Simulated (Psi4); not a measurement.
SnH₂O₂: single-point calculation

SnH₂O₂, SMILES [OH][Sn][OH], computed with wB97X-D/def2-SVPD, RKS, core potentials def2 (Psi4 1.11).

The geometry comes from this level: PBE0-D4/def2-TZVP.

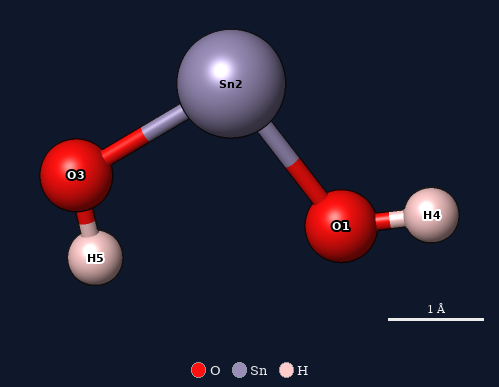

The structure (ball-and-stick view, seen at a tilt; atoms are numbered from 1 in the order of the input). Sticks mark near contacts. Bond lengths as drawn: H–O 0.96 Å and O–Sn 1.97 to 1.99 Å.

### Results in brief

| quantity | value |
| --- | --- |
| outcome | converged |
| total energy | −365.916258 hartree |
| dispersion energy | −0.000841 hartree |
| basis functions | 94 |
| HOMO | −9.42 eV |
| LUMO | −0.42 eV |
| dipole moment | 2.67 D |
| hardware | 1 thread of Intel Xeon (Sapphire Rapids), 64 GiB of memory available, shared host |
| wall time | 15 s |
| peak memory | 0.78 GiB |

### Input (run.py)
```python
import psi4

psi4.set_memory(1600000000)
psi4.set_num_threads(1)
psi4.core.set_output_file('run.log', False)

m = psi4.geometry("""
O     -1.86005742     0.33599330    -1.15991390
Sn    -0.29045091    -1.78371249     1.51348165
O      2.95137426     0.00548021     1.20205479
H     -3.59274731    -0.01058247    -1.57111830
H      2.88598974     1.31354863    -0.06292788
units au
symmetry c1
""")

psi4.set_options(dict(puream=True, scf_type='pk', dft_radial_points=99, dft_spherical_points=590))

e_tot = psi4.energy("wb97x-d/def2-SVPD")
print(f'total energy {e_tot:.8f} hartree = {e_tot * 27.211386:.5f} eV')
```

Launch command:
```bash
python run.py
```

### What the program printed
```
=> Loading Basis Set <=

    Name: DEF2-SVPD
    Role: ORBITAL
    Keyword: BASIS

    !!!  WARNING: ECP capability is in beta. Please check occupations closely.  !!!

   => WB97X-D: Empirical Dispersion <=

    Chai and Head-Gordon Dispersion Correction

        s6 =       1.000000

         ---------------------------------------------------------
                                   SCF
                              RKS Reference
                        1 Threads,   1525 MiB Core
         ---------------------------------------------------------

  ==> Geometry <==

    Molecular point group: c1
    Full point group: C1

    Geometry (in Bohr), charge = 0, multiplicity = 1:

       Center              X                  Y                   Z               Mass
    ------------   -----------------  -----------------  -----------------  -----------------
         O           -1.742568339814     1.681579509994    -2.332675312298    15.994914619570
         SN          -0.172961829814    -0.438126280006     0.340720237702   119.902201630000
         O            3.068863340186     1.351066419994     0.029293377702    15.994914619570
         H           -3.475258229814     1.335003739994    -2.743879712298     1.007825032230
         H            3.003478820186     2.659134839994    -1.235689292298     1.007825032230

  Running in c1 symmetry.

  Rotational constants: A =      0.32310  B =      0.23682  C =      0.13666 [cm^-1]
  Rotational constants: A =   9686.42744  B =   7099.68265  C =   4096.87299 [MHz]
  Nuclear repulsion =  127.037901338857409

  Charge       = 0
  Multiplicity = 1
  Electrons    = 40
  Nalpha       = 20
  Nbeta        = 20

  ==> Algorithm <==

  SCF Algorithm Type is PK.
  DIIS enabled.
  MOM disabled.
  Fractional occupation disabled.
  Guess Type is SAD.
  Energy threshold   = 1.00e-06
  Density threshold  = 1.00e-06
  Integral threshold = 1.00e-12

  ==> Primary Basis <==

  Basis Set: DEF2-SVPD
    Blend: DEF2-SVPD
    Number of shells: 38
    Number of basis functions: 94
    Number of Cartesian functions: 101
    Spherical Harmonics?: true
    Max angular momentum: 2

  Core potential: DEF2-SVPD
    Number of shells: 4
    Number of ECP primitives: 18
    Number of ECP core electrons: 28
    Max angular momentum: 3

  ==> DFT Potential <==

   => LibXC <=

    Version 7.1.2

   => Composite Functional: WB97X-D <=

    wB97X-D Hyb-GGA Exchange-Correlation Functional

    Deriv               =              1
    GGA                 =           TRUE
    Meta                =          FALSE

    Exchange Hybrid     =           TRUE
    MP2 Hybrid          =          FALSE

   => Exchange-Correlation Functionals <=

    1.0000   wB97X-D range-separated functional

   => Exact (HF) Exchange <=

    0.7780            HF,LR [omega = 0.2000]
    0.2220               HF

   => LibXC Density Thresholds  <==

    XC_HYB_GGA_XC_WB97X_D:  1.00E-14

   => Molecular Quadrature <=

    Radial Scheme          =       TREUTLER
    Pruning Scheme         =           NONE
    Nuclear Scheme         =       TREUTLER

    Blocking Scheme        =         OCTREE
    BS radius alpha        =              1
    Pruning alpha          =              1
    Radial Points          =             99
    Spherical Points       =            590
    Total Points           =         281479
    Total Blocks           =           2103
    Max Points             =            256
    Max Functions          =             94
    Weights Tolerance      =       1.00E-15

  ==> Integral Setup <==

  Using in-core PK algorithm.
   Calculation information:
      Number of atoms:                   5
      Number of AO shells:              38
      Number of primitives:             67
      Number of atomic orbitals:       101
      Number of basis functions:        94

      Integral cutoff                 1.00e-12
      Number of threads:                 1

  Performing in-core PK
  Using 29911035 doubles for integral storage.
  We computed 269607 shell quartets total.
  Whereas there are 274911 unique shell quartets.

  Computing range-separated integrals for PK
  We computed 269607 wK shell quartets total.
  Whereas there are 274911 wK unique shell quartets.

  ==> DiskJK: Disk-Based J/K Matrices <==

    J tasked:                  Yes
    K tasked:                  Yes
    wK tasked:                 Yes
    Omega:               2.000E-01
    Memory [MiB]:              595
    Schwarz Cutoff:          1E-12

  Cached 50.0% of DFT collocation blocks in 0.336 [GiB].

  Minimum eigenvalue in the overlap matrix is 6.7802477397E-04.
  Reciprocal condition number of the overlap matrix is 1.0254056804E-04.
    Using symmetric orthogonalization.

  ==> Pre-Iterations <==

  SCF Guess: Superposition of Atomic Densities via on-the-fly atomic UHF (no occupation information).

   -------------------------
    Irrep   Nso     Nmo
   -------------------------
     A         94      94
   -------------------------
    Total      94      94
   -------------------------

  ==> Iterations <==

                        Total Energy        Delta E     RMS |[F,P]|

   @RKS iter SAD:  -363.99191604579119   -3.63992e+02   0.00000e+00
   @RKS iter   1:  -365.46629011824388   -1.47437e+00   1.11794e-02 DIIS/ADIIS
   @RKS iter   2:  -364.98568676213443    4.80603e-01   1.61261e-02 DIIS/ADIIS
   @RKS iter   3:  -365.91099489218720   -9.25308e-01   1.18489e-03 DIIS/ADIIS
   @RKS iter   4:  -365.91589682457231   -4.90193e-03   2.65652e-04 DIIS/ADIIS
   @RKS iter   5:  -365.91620176171295   -3.04937e-04   1.03653e-04 DIIS/ADIIS
   @RKS iter   6:  -365.91623720985018   -3.54481e-05   6.78404e-05 DIIS
   @RKS iter   7:  -365.91625679906718   -1.95892e-05   6.70565e-06 DIIS
   @RKS iter   8:  -365.91625745776008   -6.58693e-07   1.90409e-06 DIIS
   @RKS iter   9:  -365.91625751165964   -5.38996e-08   3.93574e-07 DIIS
  Energy and wave function converged.

  ==> Post-Iterations <==

   Electrons on quadrature grid:
      Ntotal   =   40.0000006615 ; deviation = 6.615e-07

    Orbital Energies [Eh]
    ---------------------

    Doubly Occupied:

       1A    -19.251313     2A    -19.245468     3A     -5.222775
       4A     -3.564545     5A     -3.558300     6A     -3.554214
       7A     -1.147052     8A     -1.141569     9A     -1.130990
      10A     -1.127425    11A     -1.122758    12A     -1.049943
      13A     -1.020677    14A     -0.607089    15A     -0.553401
      16A     -0.467758    17A     -0.414696    18A     -0.413745
      19A     -0.386022    20A     -0.346208

    Virtual:

      21A     -0.015431    22A      0.041933    23A      0.066249
      24A      0.073562    25A      0.127358    26A      0.136280
      27A      0.157680    28A      0.158618    29A      0.164513
      30A      0.186102    31A      0.197236    32A      0.199723
      33A      0.221031    34A      0.227704    35A      0.261392
      36A      0.276330    37A      0.321341    38A      0.330094
      39A      0.343108    40A      0.358846    41A      0.364265
      42A      0.401046    43A      0.414424    44A      0.419655
      45A      0.441693    46A      0.447414    47A      0.466943
      48A      0.494085    49A      0.506114    50A      0.509006
      51A      0.529135    52A      0.575312    53A      0.599371
      54A      0.646972    55A      0.668570    56A      0.703952
      57A      0.725670    58A      0.727019    59A      0.751573
      60A      0.755527    61A      0.755947    62A      0.816231
      63A      0.867544    64A      0.884201    65A      1.123968
      66A      1.230927    67A      1.267077    68A      1.302389
      69A      1.434653    70A      1.494254    71A      1.679488
      72A      1.702402    73A      1.772341    74A      1.842255
      75A      1.889462    76A      1.895983    77A      2.014266
      78A      2.059416    79A      2.388705    80A      2.411424
      81A      2.928597    82A      2.942434    83A      2.954779
      84A      2.995321    85A      3.118509    86A      3.125787
      87A      3.129523    88A      3.148967    89A      3.960516
      90A      3.985331    91A     14.886514    92A     15.749438
      93A     16.082985    94A     53.012723

    Final Occupation by Irrep:
              A
    DOCC [    20 ]
    NA   [    20 ]
    NB   [    20 ]

  @RKS Final Energy:  -365.91625751165964

   => Energetics <=

    Nuclear Repulsion Energy =            127.0379013388574094
    One-Electron Energy =                -838.4920028640840428
    Two-Electron Energy =                 370.5594298418837980
    DFT Exchange-Correlation Energy =     -25.0207447998440387
    Empirical Dispersion Energy =          -0.0008410284727940
    VV10 Nonlocal Energy =                  0.0000000000000000
    Total Energy =                       -365.9162575116596372

Computation Completed

Properties will be evaluated at   0.000000,   0.000000,   0.000000 [a0]

Properties computed using the SCF density matrix

 Multipole Moments:

 ------------------------------------------------------------------------------------
     Multipole            Electronic (a.u.)      Nuclear  (a.u.)        Total (a.u.)
 ------------------------------------------------------------------------------------

 L = 1.  Multiply by 2.5417464519 to convert [e a0] to [Debye]
 Dipole X            :         -7.2258517            6.3334203           -0.8924313
 Dipole Y            :        -19.1568270           18.6165279           -0.5402991
 Dipole Z            :         15.0414192          -14.9107793            0.1306399
 Magnitude           :                                                    1.0513913

 ------------------------------------------------------------------------------------

	total time  =         13 seconds =       0.22 minutes
```

### Standard output
```
total energy -365.91625751 hartree = -9957.08853 eV
```

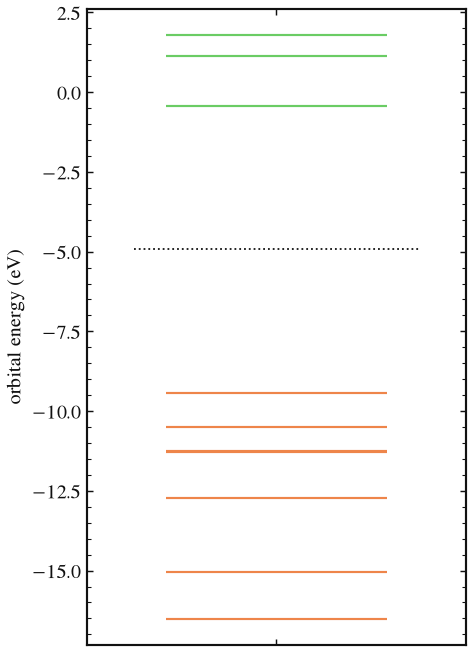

Orbital energies near the frontier; the dotted line parts filled from empty levels, and levels within 0.02 eV of each other stand side by side. Highest filled −9.42 eV, lowest empty −0.42 eV, 9.00 eV apart.
